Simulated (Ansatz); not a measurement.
# C3H5F3O: basis-set convergence

How large a basis does C3H5F3O need? Two functionals are run in growing sets.

Program: Ansatz 0.2.0, Gaussian basis. Level of theory: one geometry, several basis sets. These are calculated values, not measurements.

The runs, in order: PBE0-D4/def2-SVP; ωB97M-V/def2-SVP; PBE0-D4/def2-QZVPP; ωB97M-V/def2-QZVPP; the functionals' def2-TZVPP values are taken from earlier runs.

## Step 1: The relaxed structure

All runs share one geometry, relaxed beforehand with PBE0-D4 in a triple-zeta def2 set.

SMILES `FCOC(F)CF`, 12 atoms, charge 0, spin multiplicity 1.

Atoms are counted from 1 here; the program's logs count them from 0.

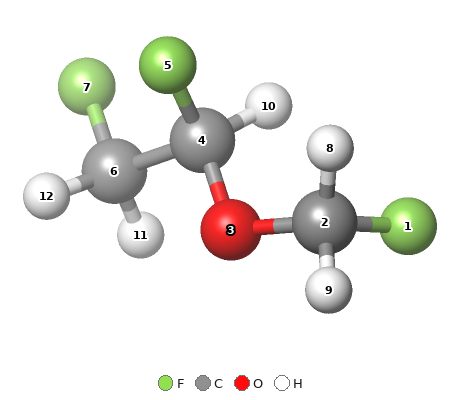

The geometry (fluorine green, carbon grey, oxygen red, hydrogen white); atoms are numbered from 1 in the order of the file.

## Step 2: PBE0-D4 in def2-SVP

File in.yaml:

```yaml
crystal:
  periodic: [false, false, false]
  atoms:
    - {symbol: F, position_ang: [-1.734757, -0.139378, -1.770542]}
    - {symbol: C, position_ang: [-0.413073, 0.232187, -1.805775]}
    - {symbol: O, position_ang: [0.269677, -0.324450, -0.741063]}
    - {symbol: C, position_ang: [0.019109, 0.264598, 0.485759]}
    - {symbol: F, position_ang: [0.650256, 1.484943, 0.550571]}
    - {symbol: C, position_ang: [0.583314, -0.655105, 1.537286]}
    - {symbol: F, position_ang: [0.294368, -0.157837, 2.783017]}
    - {symbol: H, position_ang: [-0.377833, 1.325237, -1.782845]}
    - {symbol: H, position_ang: [0.033745, -0.171557, -2.714184]}
    - {symbol: H, position_ang: [-1.048712, 0.453954, 0.640265]}
    - {symbol: H, position_ang: [0.132693, -1.644906, 1.432423]}
    - {symbol: H, position_ang: [1.668110, -0.722785, 1.419188]}
basis:
  gaussian: {orbitals: def2-SVP}
hamiltonian: {xc: pbe0, dispersion: d4}
output: {orbitals: {seedname: orbitals}}
```

The run is started by

```sh
> ansatz run in.yaml --threads 4 --pin off --events-out ev --progress --plain --max-ram 11315MiB
```

The program printed:

```text
Functional definition: PBE0
  name "PBE0"
  cite "Adamo & Barone, J. Chem. Phys. 110, 6158 (1999) doi:10.1063/1.478522"
  cite "Perdew, Burke & Ernzerhof, Phys. Rev. Lett. 77, 3865 (1996) doi:10.1103/PhysRevLett.77.3865"
  parent pbe
  parameter a = 0.25
  parameter kappa = 0.804
  parameter beta = 0.06672455060314922
  exchange = (1 - a)*pbe_x(kappa = kappa, mu = beta*pi^2/3) + a*exact_x
  correlation = pbe_c(beta = beta)
1351 factors; their error is unknown
mean field evaluation 1: about -13363.3071 eV, gradient 3.9e1 eV
mean field evaluation 2: about -13363.3340 eV, gradient 4.0e1 eV
mean field evaluation 4: about -13365.8881 eV, gradient 1.6e0 eV
mean field evaluation 8: about -13365.9003 eV, gradient 1.9e-2 eV
mean field evaluation 16: about -13365.9026 eV, gradient 3.2e-5 eV
mean field -13365.90257266 eV, -491.1878598110 hartree, gradient 3.2e-5 eV, S^2 0.000000; 0 other end points of the search recorded, 0 dependent functions left out
reference -13365.90259475 eV, -491.1878606228 hartree; 29, 29 occupied and 94, 94 virtual orbitals, 1351 factors
Total energy: -13366.06861753 eV, -491.1939618474 hartree
```

Run time: 1.1 s. Hardware: 4 threads of Arm Neoverse V2, shared host; peak memory 0.29 GiB.

## Step 3: ωB97M-V in def2-SVP

in.yaml: that of step 2 with these lines changed.

```diff
@@ -17,3 +17,3 @@
   gaussian: {orbitals: def2-SVP}
-hamiltonian: {xc: pbe0, dispersion: d4}
+hamiltonian: {xc: {name: wB97M-V}}
 output: {orbitals: {seedname: orbitals}}
```

Launched as before.

The program printed (excerpt; [...] marks lines left out):

```text
Functional definition: wB97M-V
  name "wB97M-V"
  cite "Mardirossian & Head-Gordon, J. Chem. Phys. 144, 214110 (2016) doi:10.1063/1.4952647"
  cite "Becke, J. Chem. Phys. 107, 8554 (1997) doi:10.1063/1.475007"
  cite "Vydrov & Van Voorhis, J. Chem. Phys. 133, 244103 (2010) doi:10.1063/1.3521275"
  # Of w^i u^j: cxij and so on, Table III.
[...]
  gx(w, u) = 1 - cx + cx01*u + cx10*w
  gss(w, u) = css00 + css04*u^4 + css10*w + css20*w^2 + css43*w^4*u^3
  gos(w, u) = cos00 + cos10*w + (cos20 + cos21*u)*w^2 + (cos60 + cos61*u)*w^6
[...]
      + integral(e_c_pw_mod_opposite_spin*gos(b97_w_opposite, b97_u_opposite)) + vv10(b, c)
1351 factors; their error is unknown
278 factors; integrals over basis functions are off by at most 5.8e-6 eV
[...]
mean field -13375.23387070 eV, -491.5307786892 hartree, gradient 2.3e-5 eV, S^2 0.000000; 0 other end points of the search recorded, 0 dependent functions left out
reference -13375.23390565 eV, -491.5307799733 hartree; 29, 29 occupied and 94, 94 virtual orbitals, 1351 factors
Total energy: -13375.23390565 eV, -491.5307799733 hartree
```

Run time: 4 s. Hardware: 4 threads of Arm Neoverse V2, shared host; peak memory 0.4 GiB.

## Step 4: PBE0-D4 in def2-QZVPP

in.yaml: that of step 3 with these lines changed.

```diff
@@ -16,4 +16,4 @@
 basis:
-  gaussian: {orbitals: def2-SVP}
-hamiltonian: {xc: {name: wB97M-V}}
+  gaussian: {orbitals: "def2-QZVPP.json"}
+hamiltonian: {xc: pbe0, dispersion: d4}
 output: {orbitals: {seedname: orbitals}}
```

Launched as before.

The program printed:

```text
Functional definition: PBE0
  name "PBE0"
  cite "Adamo & Barone, J. Chem. Phys. 110, 6158 (1999) doi:10.1063/1.478522"
  cite "Perdew, Burke & Ernzerhof, Phys. Rev. Lett. 77, 3865 (1996) doi:10.1103/PhysRevLett.77.3865"
  parent pbe
  parameter a = 0.25
  parameter kappa = 0.804
  parameter beta = 0.06672455060314922
  exchange = (1 - a)*pbe_x(kappa = kappa, mu = beta*pi^2/3) + a*exact_x
  correlation = pbe_c(beta = beta)
1570 factors; their error is unknown
mean field evaluation 1: about -13378.5332 eV, gradient 4.9e1 eV
mean field evaluation 2: about -13378.0882 eV, gradient 5.3e1 eV
mean field evaluation 4: about -13382.5975 eV, gradient 2.7e0 eV
mean field evaluation 8: about -13382.6127 eV, gradient 3.1e-2 eV
mean field evaluation 16: about -13382.6121 eV, gradient 8.4e-5 eV
mean field -13382.61214340 eV, -491.8019252095 hartree, gradient 8.4e-5 eV, S^2 0.000000; 0 other end points of the search recorded, 0 dependent functions left out
reference -13382.61217823 eV, -491.8019264895 hartree; 29, 29 occupied and 520, 520 virtual orbitals, 1570 factors
Total energy: -13382.77820100 eV, -491.8080277140 hartree
```

It took 8 s on 4 threads of Arm Neoverse V2, shared host; peak memory 2.1 GiB.

## Step 5: ωB97M-V in def2-QZVPP

in.yaml: that of step 4 with these lines changed.

```diff
@@ -17,3 +17,3 @@
   gaussian: {orbitals: "def2-QZVPP.json"}
-hamiltonian: {xc: pbe0, dispersion: d4}
+hamiltonian: {xc: {name: wB97M-V}}
 output: {orbitals: {seedname: orbitals}}
```

Launched as before.

The program printed (excerpt; [...] marks lines left out):

```text
Functional definition: wB97M-V
  name "wB97M-V"
  cite "Mardirossian & Head-Gordon, J. Chem. Phys. 144, 214110 (2016) doi:10.1063/1.4952647"
  cite "Becke, J. Chem. Phys. 107, 8554 (1997) doi:10.1063/1.475007"
  cite "Vydrov & Van Voorhis, J. Chem. Phys. 133, 244103 (2010) doi:10.1063/1.3521275"
  # Of w^i u^j: cxij and so on, Table III.
[...]
  gx(w, u) = 1 - cx + cx01*u + cx10*w
  gss(w, u) = css00 + css04*u^4 + css10*w + css20*w^2 + css43*w^4*u^3
  gos(w, u) = cos00 + cos10*w + (cos20 + cos21*u)*w^2 + (cos60 + cos61*u)*w^6
[...]
      + integral(e_c_pw_mod_opposite_spin*gos(b97_w_opposite, b97_u_opposite)) + vv10(b, c)
1570 factors; their error is unknown
367 factors; integrals over basis functions are off by at most 6.6e-6 eV
[...]
mean field -13392.34166780 eV, -492.1594786363 hartree, gradient 2.4e-5 eV, S^2 0.000000; 0 other end points of the search recorded, 0 dependent functions left out
reference -13392.34172270 eV, -492.1594806539 hartree; 29, 29 occupied and 520, 520 virtual orbitals, 1570 factors
Total energy: -13392.34172270 eV, -492.1594806539 hartree
```

Run time: 19 s. Hardware: 4 threads of Arm Neoverse V2, shared host; peak memory 2.5 GiB.

## Step 6: Density functionals: the series

The def2-TZVPP values come from earlier runs at the same geometry.

```csv
functional,basis,functions,energy (eV),from the largest (eV),HOMO (eV),LUMO (eV)
PBE0-D4,def2-SVP,123,-13366.0686,16.710,-9.37,2.06
PBE0-D4,def2-TZVPP,287,-13382.0752,0.703,-9.55,1.48
PBE0-D4,def2-QZVPP,549,-13382.7782,0.000,-9.60,0.90
ωB97M-V,def2-SVP,123,-13375.2339,17.108,-11.78,3.82
ωB97M-V,def2-TZVPP,287,-13391.6671,0.675,-11.98,3.04
ωB97M-V,def2-QZVPP,549,-13392.3417,0.000,-12.03,2.06
```

## Step 7: What came out

```
                                       quantity           value
PBE0-D4: double and triple zeta above quadruple  16.71, 0.70 eV
ωB97M-V: double and triple zeta above quadruple  17.11, 0.67 eV
```

**Reading.** PBE0-D4 gains 16.01 eV from double to triple zeta, then 0.70 eV more. Total energies overstate the basis error of differences, where much of it tends to cancel. The LUMO of ωB97M-V is positive and keeps falling with the basis (3.82 to 2.06 eV): an unbound level that the basis holds in place.

For PBE0-D4 the largest set took about 7 times as long as the smallest (8 s against 1.1 s).
